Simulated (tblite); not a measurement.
Run report: C4H9BS2, geometry relaxation

The run: geometry relaxation of C4H9BS2. Method and program: GFN2-xTB geometry optimisation, gas phase (tblite 0.8.0).

It belongs to a series of runs on one base structure; here: constitutional isomer.

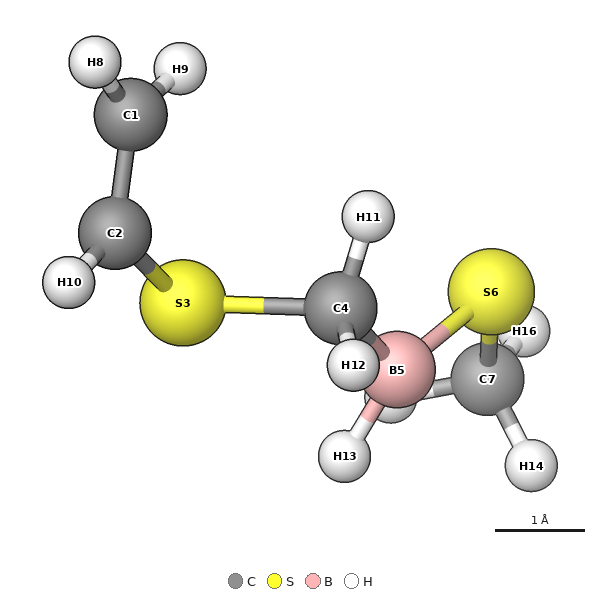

Figure 1. The starting structure (ball-and-stick view, seen at a tilt; atoms are numbered from 1 in the order of the input).

**Results in brief**

- outcome: converged
- total energy: −567.2963 eV
- hardware: 1 CPU thread, shared host
- wall time: 0.93 s
- peak memory: 0.18 GiB

**The input**
```
{"job": {"kind": "relax", "xc": "GFN2-xTB", "basis": "xTB"}, "charge": 0, "multiplicity": 1}
C     -3.477400     0.673800     0.485300
C     -3.022900    -0.321200    -0.293900
S     -1.251400    -0.236500    -0.664500
C     -0.397300    -0.764200     0.837500
B      1.139100    -0.679500     0.481000
S      2.313700     0.576000     1.187800
C      3.736400     0.687500     0.056200
H     -4.520600     0.736100     0.789100
H     -2.788400     1.461500     0.824900
H     -3.650500    -1.123000    -0.638800
H     -0.728800    -0.088300     1.627800
H     -0.701800    -1.829500     1.038900
H      1.404300    -1.163700    -0.578400
H      4.286500    -0.271500     0.067400
H      3.273400     0.793400    -0.956400
H      4.378400     1.558300     0.259700
```

The first line tells a small driver script what to run in tblite; the rest is the geometry in Å.

Command:
```bash
OMP_NUM_THREADS=1 python <driver script> task.json out
```

**Log**
```
step      E/eV     max force
  0    -566.55670    2.155
  1    -566.73954    1.392
  2    -566.83874    0.939
  3    -566.89007    0.618
  4    -566.94594    0.473
  5    -566.96995    0.487
  6    -566.99031    0.241
  7    -566.99927    0.234
  8    -567.00755    0.245
  9    -567.01571    0.322
 10    -567.02287    0.246
 11    -567.02747    0.165
 12    -567.03130    0.149
 13    -567.03570    0.235
 14    -567.04081    0.266
 15    -567.04509    0.177
 16    -567.04785    0.134
 17    -567.05027    0.181
 18    -567.05346    0.184
 19    -567.05684    0.171
 20    -567.05940    0.110
 21    -567.06125    0.124
 22    -567.06324    0.128
 23    -567.06643    0.209
 24    -567.07151    0.246
 25    -567.07785    0.197
 26    -567.08398    0.223
 27    -567.09147    0.245
 28    -567.10008    0.289
 29    -567.10786    0.289
 30    -567.11430    0.239
 31    -567.11964    0.201
 32    -567.12425    0.208
 33    -567.12840    0.164
 34    -567.13121    0.172
 35    -567.13001    0.209
 36    -567.13421    0.125
 37    -567.13540    0.119
 38    -567.13965    0.127
 39    -567.14127    0.125
 40    -567.14470    0.111
 41    -567.14694    0.097
 42    -567.14907    0.098
 43    -567.15098    0.128
 44    -567.15328    0.129
 45    -567.15589    0.107
 46    -567.15899    0.116
 47    -567.16242    0.148
 48    -567.16665    0.141
 49    -567.17205    0.157
 50    -567.17797    0.170
 51    -567.18364    0.171
 52    -567.18738    0.225
 53    -567.18919    0.206
 54    -567.19351    0.159
 55    -567.19755    0.158
 56    -567.20097    0.175
 57    -567.20435    0.141
 58    -567.20737    0.133
 59    -567.21028    0.124
 60    -567.21261    0.113
 61    -567.21404    0.166
 62    -567.21617    0.138
 63    -567.21846    0.099
 64    -567.22150    0.097
 65    -567.22292    0.083
 66    -567.22501    0.087
 67    -567.22632    0.082
 68    -567.22764    0.078
 69    -567.22909    0.096
 70    -567.23069    0.100
 71    -567.23298    0.128
 72    -567.23564    0.126
 73    -567.23868    0.124
 74    -567.24114    0.111
 75    -567.24303    0.084
 76    -567.24455    0.074
 77    -567.24566    0.060
 78    -567.24649    0.070
 79    -567.24733    0.074
 80    -567.24832    0.107
 81    -567.24954    0.076
 82    -567.25098    0.071
 83    -567.25188    0.075
 84    -567.25285    0.073
 85    -567.25371    0.075
 86    -567.25425    0.045
 87    -567.25451    0.041
 88    -567.25477    0.046
 89    -567.25526    0.061
 90    -567.25598    0.083
 91    -567.25680    0.091
 92    -567.25760    0.078
 93    -567.25844    0.072
 94    -567.25943    0.088
 95    -567.26110    0.106
 96    -567.26310    0.088
 97    -567.26468    0.083
 98    -567.26562    0.080
 99    -567.26638    0.073
100    -567.26751    0.114
101    -567.26932    0.091
102    -567.27382    0.152
103    -567.27503    0.142
104    -567.27828    0.158
105    -567.28056    0.171
106    -567.28419    0.122
107    -567.28777    0.179
108    -567.29005    0.129
109    -567.29132    0.065
110    -567.29233    0.089
111    -567.29298    0.092
112    -567.29383    0.056
113    -567.29445    0.044
114    -567.29476    0.033
115    -567.29514    0.035
116    -567.29540    0.029
117    -567.29563    0.043
118    -567.29583    0.030
119    -567.29600    0.021
120    -567.29608    0.030
121    -567.29612    0.016
122    -567.29616    0.010
123    -567.29618    0.011
124    -567.29621    0.013
125    -567.29624    0.015
126    -567.29626    0.012
127    -567.29628    0.008
```

**Trajectory as extended XYZ (Å, eV, eV/Å), 7 of the 128 frames kept, from step=0 to step=127**
```
16
Properties=species:S:1:pos:R:3:forces:R:3 step=0 energy=-566.55670
C    -3.4774    0.6738    0.4853    0.3110  -0.6050  -0.5120
C    -3.0229   -0.3212   -0.2939    0.1770   1.4860   1.5510
S    -1.2514   -0.2365   -0.6645   -0.6300  -0.1780  -1.3310
C    -0.3973   -0.7642    0.8375    0.1020  -0.7400   1.0280
B     1.1391   -0.6795    0.4810    0.9510   1.1360  -0.7950
S     2.3137    0.5760    1.1878   -1.1090  -0.7980   0.1440
C     3.7364    0.6875    0.0562   -0.2930  -0.5940  -1.4110
H    -4.5206    0.7361    0.7891    0.3650   0.0340  -0.0700
H    -2.7884    1.4615    0.8249   -0.5810  -0.4900  -0.1900
H    -3.6505   -1.1230   -0.6388    0.2850  -0.0850  -0.2290
H    -0.7288   -0.0883    1.6278   -0.0120  -0.3150   0.1870
H    -0.7018   -1.8295    1.0389    0.1220   0.9650   0.0050
H     1.4043   -1.1637   -0.5784    0.3030   0.0450   0.6160
H     4.2865   -0.2715    0.0674   -0.0950   0.6620   0.1510
H     3.2734    0.7934   -0.9564    0.5890   0.0490   0.6560
H     4.3784    1.5583    0.2597   -0.4850  -0.5710   0.2020
16
Properties=species:S:1:pos:R:3:forces:R:3 step=21 energy=-567.06125
C    -3.4447    0.6802    0.5529   -0.0140  -0.0110  -0.0250
C    -2.9676   -0.2767   -0.2185   -0.0090  -0.0350  -0.0240
S    -1.2958   -0.3905   -0.8116    0.0530  -0.0160   0.0290
C    -0.3544   -0.7374    0.7523   -0.0290   0.0250  -0.0120
B     1.1611   -0.5789    0.3414   -0.0030   0.0050   0.0190
S     2.1645    0.6271    1.1350   -0.0420   0.0530  -0.0430
C     3.6397    0.6337    0.0537   -0.0090  -0.0160   0.0090
H    -4.4850    0.6710    0.8338    0.0150   0.0520   0.0860
H    -2.8458    1.4979    0.9196    0.0390  -0.0810   0.0010
H    -3.5909   -1.0677   -0.6062   -0.0680  -0.0100  -0.0100
H    -0.6931   -0.0309    1.5082   -0.0360   0.0040  -0.0170
H    -0.6379   -1.7472    1.0579    0.0100   0.0530  -0.0450
H     1.6002   -1.1948   -0.5520   -0.0060   0.0080   0.0310
H     4.1663   -0.3076    0.1732    0.0240   0.0220  -0.0560
H     3.3005    0.7696   -0.9687    0.1180  -0.0280   0.0240
H     4.2753    1.4613    0.3526   -0.0430  -0.0260   0.0320
16
Properties=species:S:1:pos:R:3:forces:R:3 step=42 energy=-567.14907
C    -3.3291    0.5636    0.6928   -0.0110  -0.0480   0.0110
C    -3.0520   -0.3373   -0.2343   -0.0620   0.0620  -0.0030
S    -1.4678   -0.6540   -0.9496   -0.0450   0.0100   0.0860
C    -0.4138   -0.6315    0.5710   -0.0180  -0.0090  -0.0070
B     1.1068   -0.4772    0.1936    0.0220  -0.0390  -0.0200
S     1.9910    0.9280    0.7660   -0.0390  -0.0170   0.0180
C     3.6778    0.6440    0.1242   -0.0130  -0.0090  -0.0190
H    -4.3273    0.6458    1.0917    0.0500   0.0660  -0.0470
H    -2.5890    1.2345    1.1007   -0.0580  -0.0760   0.0190
H    -3.8220   -0.9595   -0.6630   -0.0010  -0.0180  -0.0560
H    -0.7969    0.1579    1.2103    0.0360   0.0460   0.0030
H    -0.6124   -1.5935    1.0461    0.0010  -0.0160   0.0610
H     1.6397   -1.3019   -0.4403    0.0740   0.0380  -0.0280
H     4.0054   -0.3502    0.4070    0.0410   0.0200   0.0390
H     3.6631    0.7381   -0.9560    0.0240   0.0390  -0.0250
H     4.3188    1.4020    0.5635    0.0010  -0.0480  -0.0300
16
Properties=species:S:1:pos:R:3:forces:R:3 step=64 energy=-567.22150
C    -3.3941    0.4663    0.7641    0.0200   0.0190   0.0580
C    -3.1071   -0.3316   -0.2497   -0.0220  -0.0270  -0.0910
S    -1.5793   -1.0227   -0.7539    0.0210   0.0170  -0.0020
C    -0.3899   -0.5993    0.5848   -0.0390  -0.0360   0.0110
B     1.1047   -0.5008    0.0850    0.0560   0.0310   0.0270
S     1.9939    0.9049    0.6535    0.0660   0.0150   0.0380
C     3.7272    0.6509    0.1195   -0.0310   0.0300  -0.0270
H    -4.4013    0.8205    0.9062    0.0460  -0.0240   0.0180
H    -2.6644    0.8033    1.4796   -0.0270  -0.0040   0.0220
H    -3.8708   -0.6423   -0.9478    0.0140   0.0020  -0.0250
H    -0.7232    0.3297    1.0420   -0.0580   0.0160  -0.0360
H    -0.4919   -1.4003    1.3221   -0.0210   0.0250   0.0290
H     1.6132   -1.3220   -0.5713    0.0200   0.0080   0.0080
H     4.0665   -0.3255    0.4491   -0.0210   0.0040  -0.0670
H     3.7948    0.7506   -0.9606   -0.0140  -0.0590   0.0670
H     4.3141    1.4273    0.6011   -0.0110  -0.0160  -0.0320
16
Properties=species:S:1:pos:R:3:forces:R:3 step=85 energy=-567.25371
C    -3.3951    0.3652    0.7528    0.0050   0.0010  -0.0030
C    -3.0462   -0.3141   -0.3283   -0.0540   0.0040   0.0250
S    -1.5008   -1.0339   -0.7210    0.0050   0.0160  -0.0250
C    -0.4058   -0.5218    0.6613    0.0280   0.0350   0.0270
B     1.1067   -0.4517    0.2122    0.0160  -0.0070   0.0050
S     2.0808    0.8557    0.8665    0.0050   0.0070   0.0040
C     3.7062    0.6044    0.0694    0.0170   0.0030   0.0160
H    -4.3869    0.7696    0.8486   -0.0380  -0.0160  -0.0200
H    -2.7307    0.5607    1.5766   -0.0130  -0.0280  -0.0110
H    -3.7447   -0.5003   -1.1329    0.0550   0.0130   0.0490
H    -0.7641    0.4455    1.0113   -0.0150  -0.0080  -0.0180
H    -0.5535   -1.2486    1.4638   -0.0330  -0.0080  -0.0030
H     1.5833   -1.2261   -0.5209   -0.0080  -0.0090  -0.0090
H     4.0993   -0.3725    0.3319   -0.0180   0.0220   0.0090
H     3.5810    0.6901   -1.0038    0.0410  -0.0020  -0.0310
H     4.3629    1.3867    0.4360    0.0090  -0.0240  -0.0150
16
Properties=species:S:1:pos:R:3:forces:R:3 step=106 energy=-567.28419
C    -3.4740    0.1095    0.8404    0.0310  -0.0010   0.0730
C    -3.0547   -0.2886   -0.3489   -0.0310  -0.0310   0.0210
S    -1.4360   -0.7289   -0.8415    0.0020   0.0080  -0.0310
C    -0.4225   -0.2602    0.6194   -0.0230   0.0590  -0.0790
B     1.1131   -0.3366    0.2432   -0.0380   0.0270   0.0690
S     2.1315    1.0472    0.6176    0.0170  -0.1030  -0.0040
C     3.7846    0.5150    0.0342   -0.0330  -0.0030   0.0510
H    -4.5060    0.3629    1.0059   -0.0260  -0.0150  -0.0300
H    -2.8255    0.1970    1.6934    0.0170   0.0320   0.0170
H    -3.7302   -0.3923   -1.1815   -0.0390  -0.0030  -0.0750
H    -0.7569    0.7372    0.9074    0.0750   0.0270  -0.0010
H    -0.7006   -0.9537    1.4142    0.0570  -0.0720   0.0120
H     1.5724   -1.2820   -0.2723   -0.0190   0.0350   0.0400
H     4.0088   -0.4764    0.4194   -0.0530   0.0630  -0.0900
H     3.7869    0.5298   -1.0521    0.0510  -0.0490   0.0690
H     4.5015    1.2291    0.4248    0.0110   0.0280  -0.0430
16
Properties=species:S:1:pos:R:3:forces:R:3 step=127 energy=-567.29628
C    -3.4990    0.0031    0.8542   -0.0010   0.0030   0.0040
C    -3.0600   -0.2745   -0.3623    0.0010  -0.0050  -0.0020
S    -1.4081   -0.4534   -0.9106   -0.0020   0.0020   0.0050
C    -0.4278   -0.1286    0.6123   -0.0050  -0.0020  -0.0050
B     1.1108   -0.2853    0.2905    0.0020   0.0010  -0.0030
S     2.1759    1.0832    0.5643    0.0030  -0.0010  -0.0020
C     3.8072    0.4649    0.0147   -0.0020   0.0000   0.0010
H    -4.5547    0.0855    1.0451    0.0000  -0.0010   0.0060
H    -2.8484    0.1603    1.6962   -0.0040   0.0010  -0.0020
H    -3.7342   -0.4277   -1.1912    0.0010  -0.0010  -0.0030
H    -0.7070    0.8667    0.9589   -0.0020   0.0000   0.0000
H    -0.7653   -0.8691    1.3404    0.0020   0.0020  -0.0020
H     1.5435   -1.2894   -0.1239   -0.0010   0.0050  -0.0060
H     3.9790   -0.5244    0.4232    0.0060  -0.0030   0.0050
H     3.8259    0.4376   -1.0701   -0.0030  -0.0030   0.0030
H     4.5545    1.1599    0.3818    0.0030   0.0020   0.0000
```

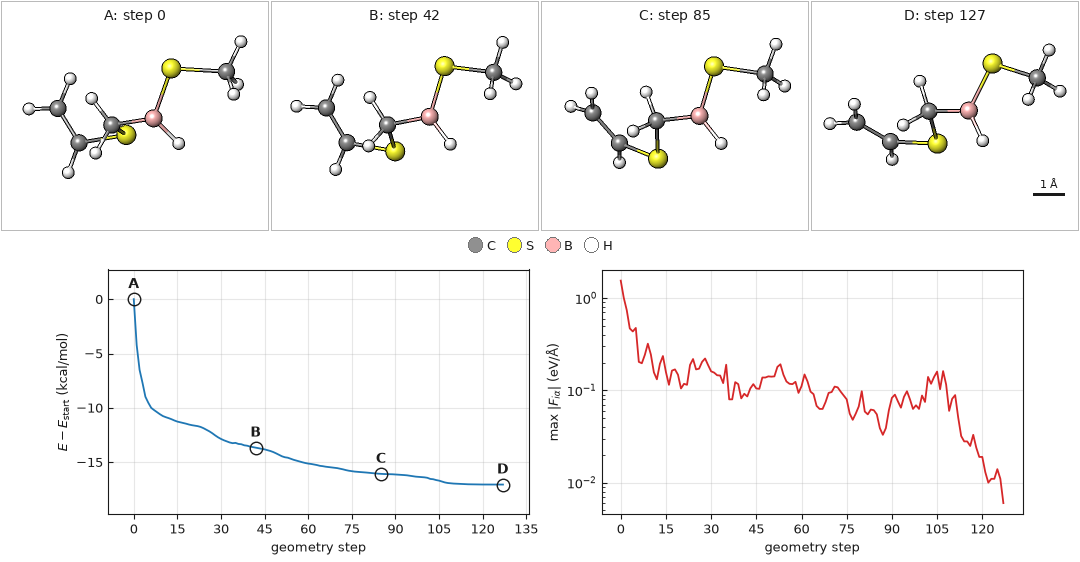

Figure 2. Frames of the relaxation (ball-and-stick view, seen at a tilt) above the curves, on which the letters mark them (steps are counted from 0).

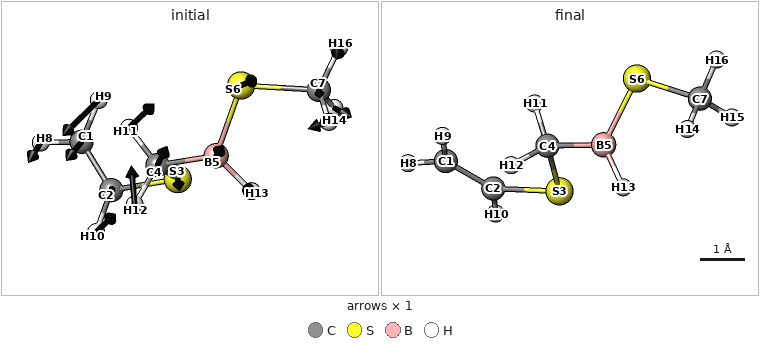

Figure 3. Before (left) and after (right) the relaxation, at one scale (ball-and-stick view, seen at a tilt). The black arrows give the displacements, at true length. Over 127 geometry steps the energy falls by 17.1 kcal/mol. Largest force component: 1.6 eV/Å at the start, 0.006 eV/Å at the end. The atom that moves furthest after the best rigid fit is H9 (1.60 Å). By element the largest moves are H 1.60 Å, C 0.76 Å, S 0.76 Å, B 0.44 Å. Among the contacts that change: B5–S6 1.859 → 1.756 Å, C2–S3 1.812 → 1.750 Å, C4–H12 1.126 → 1.092 Å, S3–C4 1.807 → 1.840 Å. Among the angles that change: C1–C2–S3 114.5° → 128.5°, S3–C2–H10 122.7° → 109.5°, C4–B5–H13 113.2° → 121.2°. (Atoms are counted from 1 in the order of the input.)
